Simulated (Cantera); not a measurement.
A closed system holds: 1 mol CaO, 0.82 mol Cl2, 1.8 mol N2, equilibrated at 75.0 Torr.

These are equilibrium values from Cantera (NASA tables, ideal gas, pure condensed phases), not measurements of a reactor. Candidate condensed phases: Ca, CaCl2, CaO; 17 gas species. Mutual solubility and eutectic melting of coexisting phases are not modelled. Condensed phases not in the tables: oxide chlorides. Kinetics and transport are ignored.

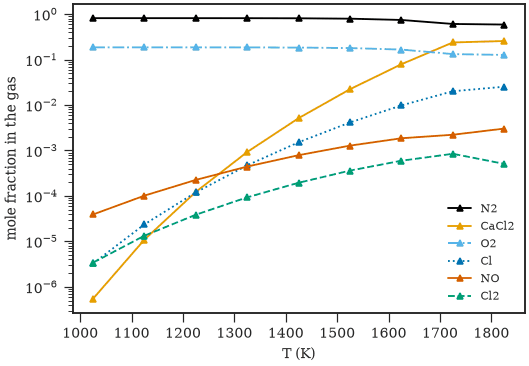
Fig. 1. Equilibrium gas composition (values under 1e-9 drawn at 1e-9)

Question: Read off the mole fractions at 1825 K.

Answer: N2 about 0.59, CaCl2 about 0.26, O2 about 0.13, Cl about 0.025, NO about 0.0030, Cl2 about 0.00051.
